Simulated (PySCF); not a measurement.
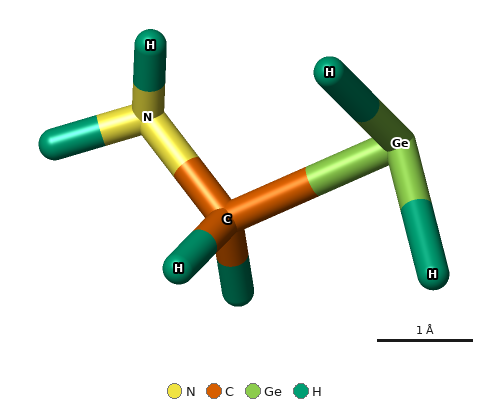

Figure 1. The input geometry (stick view, seen at a tilt). Sticks mark near contacts. Bond lengths as drawn: C–Ge 2.07 Å, C–H 1.10 Å, C–N 1.47 Å, Ge–H 1.72 to 1.74 Å and H–N 1.02 Å.

CH₆GeN (charge −1): single-point calculation

System: CH₆GeN, charge −1.
Method: MP2/aug-cc-pVDZ, RHF (PySCF 2.14.0).

The geometry comes from this level: GFN2-xTB.

**The program's output**
```
PySCF version 2.14.0

[INPUT] num. atoms = 9
[INPUT] num. electrons = 52
[INPUT] charge = -1
[INPUT] spin (= nelec alpha-beta = 2S) = 0
[INPUT] symmetry False subgroup None
[INPUT] Mole.unit = angstrom
[INPUT] Symbol           X                Y                Z      unit          X                Y                Z       unit  Magmom
[INPUT]  1 N     -0.897210000000   0.633630000000  -0.942700000000 AA   -1.695481176221   1.197387164308  -1.781444817627 Bohr   0.0
[INPUT]  2 C      0.206330000000   0.555570000000   0.023260000000 AA    0.389907191282   1.049875143025   0.043955029657 Bohr   0.0
[INPUT]  3 Ge    -0.332650000000  -0.778570000000   1.509020000000 AA   -0.628617395337  -1.471284068803   2.851634516491 Bohr   0.0
[INPUT]  4 H     -1.124400000000  -0.326850000000  -1.189370000000 AA   -2.124808054461  -0.617656983814  -2.247583560774 Bohr   0.0
[INPUT]  5 H     -0.593850000000   1.088530000000  -1.808020000000 AA   -1.122213859073   2.057023578373  -3.416662627736 Bohr   0.0
[INPUT]  6 H      0.350200000000   1.568590000000   0.429880000000 AA    0.661782088823   2.964205501732   0.812355466428 Bohr   0.0
[INPUT]  7 H      1.154760000000   0.282380000000  -0.466220000000 AA    2.182180139603   0.533620863055  -0.881028113795 Bohr   0.0
[INPUT]  8 H     -0.064510000000  -2.114040000000   0.420630000000 AA   -0.121906232296  -3.994956616376   0.794875499776 Bohr   0.0
[INPUT]  9 H      1.301340000000  -0.909240000000   2.023520000000 AA    2.459176194941  -1.718214581500   3.823898607580 Bohr   0.0

nuclear repulsion = 174.968549272576
number of shells = 55
number of NR pGTOs = 222
number of NR cGTOs = 136
basis = aug-cc-pvdz
ecp = {}

******** <class 'pyscf.scf.hf.RHF'> ********
method = RHF
initial guess = minao
damping factor = 0
level_shift factor = 0
DIIS = <class 'pyscf.scf.diis.CDIIS'>
diis_start_cycle = 1
diis_space = 8
diis_damp = 0
SCF conv_tol = 1e-08
SCF conv_tol_grad = None
SCF max_cycles = 60
direct_scf = True
direct_scf_tol = 1e-10
Set gradient conv threshold to 0.0001
Initial guess from minao.
init E= -2170.31904735988
  HOMO = -0.181653918546964  LUMO = 0.0232679387332886  gap/eV = 5.57621
cycle= 1 E= -2171.07105626016  delta_E= -0.752  |g|= 0.301  |ddm|= 2.99
  HOMO = -0.0607812278253741  LUMO = 0.132170582485164  gap/eV = 5.25049
cycle= 2 E= -2171.10679115556  delta_E= -0.0357  |g|= 0.0974  |ddm|= 0.65
  HOMO = -0.0927368701406106  LUMO = 0.135665394415416  gap/eV = 6.21514
cycle= 3 E= -2171.10994831506  delta_E= -0.00316  |g|= 0.036  |ddm|= 0.179
  HOMO = -0.0922352838232126  LUMO = 0.13554349119438  gap/eV = 6.19818
cycle= 4 E= -2171.11050916289  delta_E= -0.000561  |g|= 0.00975  |ddm|= 0.0794
  HOMO = -0.0913446709680552  LUMO = 0.135061266139196  gap/eV = 6.16082
cycle= 5 E= -2171.1105626849  delta_E= -5.35e-05  |g|= 0.00291  |ddm|= 0.0298
  HOMO = -0.0916072691573335  LUMO = 0.134996828719109  gap/eV = 6.16621
cycle= 6 E= -2171.11057048108  delta_E= -7.8e-06  |g|= 0.000818  |ddm|= 0.0162
  HOMO = -0.0915655077688955  LUMO = 0.134970231915272  gap/eV = 6.16435
cycle= 7 E= -2171.11057161102  delta_E= -1.13e-06  |g|= 0.000211  |ddm|= 0.00883
  HOMO = -0.0915885931937543  LUMO = 0.134965050521868  gap/eV = 6.16484
cycle= 8 E= -2171.11057169568  delta_E= -8.47e-08  |g|= 6.27e-05  |ddm|= 0.003
  HOMO = -0.0915876695677027  LUMO = 0.134964093939991  gap/eV = 6.16479
cycle= 9 E= -2171.11057170184  delta_E= -6.15e-09  |g|= 2.44e-05  |ddm|= 0.000704
  HOMO = -0.0915837429108586  LUMO = 0.13496390614127  gap/eV = 6.16468
```

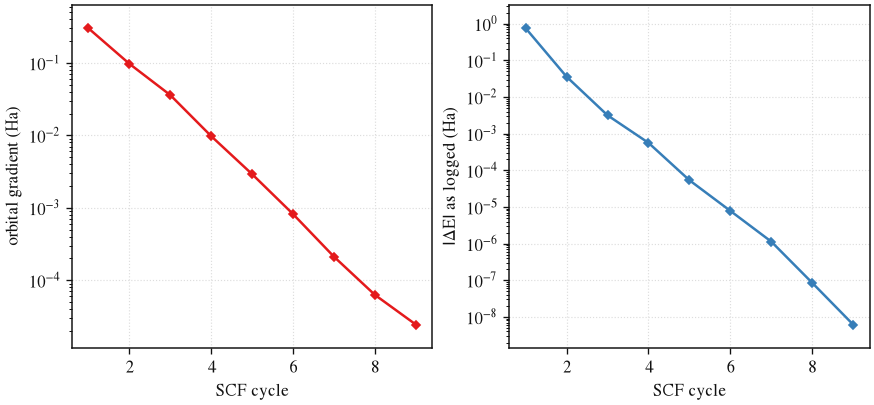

Figure 2. Convergence of the self-consistent field: orbital gradient and size of the energy change against the SCF cycle. The residual falls at every step.

```
Extra cycle  E= -2171.11057170241  delta_E= -5.76e-10  |g|= 1.35e-05  |ddm|= 0.000165
converged SCF energy = -2171.11057170241

******** <class 'pyscf.mp.mp2.RMP2'> ********
nocc = 15, nmo = 125
frozen orbitals 11

E(RMP2) = -2171.59249401203  E_corr = -0.481922309617379
E(SCS-RMP2) = -2171.5914626869  E_corr = -0.480890984484142
E_corr(same-spin) = -0.112402831219284
E_corr(oppo-spin) = -0.369519478398095
total energy: -2171.59249401 hartree
```

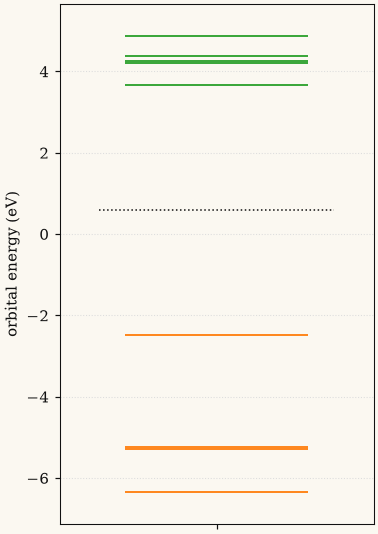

Figure 3. Orbital energies near the frontier (SCF reference); the dotted line parts filled from empty levels, and levels within 0.02 eV of each other stand side by side. Highest filled −2.49 eV, lowest empty 3.67 eV, 6.16 eV apart.

The run was set up as follows.

**Input (run.py)**
```python
# N[CH2][GeH2-]
from pyscf import gto, scf, mp

mol = gto.M(
    atom=[
    ('N', (-0.897210, 0.633630, -0.942700)),
    ('C', (0.206330, 0.555570, 0.023260)),
    ('Ge', (-0.332650, -0.778570, 1.509020)),
    ('H', (-1.124400, -0.326850, -1.189370)),
    ('H', (-0.593850, 1.088530, -1.808020)),
    ('H', (0.350200, 1.568590, 0.429880)),
    ('H', (1.154760, 0.282380, -0.466220)),
    ('H', (-0.064510, -2.114040, 0.420630)),
    ('H', (1.301340, -0.909240, 2.023520)),
],
    charge=-1,
    max_memory=40,
    spin=0,
    basis='aug-cc-pvdz',
    verbose=4,
)

mf = scf.RHF(mol)
mf.max_cycle = 60
mf.conv_tol = 1e-08
mf.direct_scf_tol = 1e-10
mf.kernel()

pt = mp.MP2(mf, frozen=11).run()
e_final = pt.e_tot
print(f'total energy: {e_final:.8f} hartree')
```

Command:
```bash
OMP_NUM_THREADS=1 python run.py
```

**Results in brief**

- outcome: converged
- total energy: −2171.592494 hartree
- SCF energy: −2171.110572 hartree
- correlation energy: −0.481922 hartree
- basis functions: 136
- HOMO of the SCF reference: −2.49 eV
- LUMO of the SCF reference: 3.67 eV
- hardware: 1 thread of Arm Neoverse V1, 24 GiB of memory available, shared host
- wall time: 43 s
- peak memory: 0.44 GiB

The record of the run, not the program, notes: dipole of an ion depends on the origin.
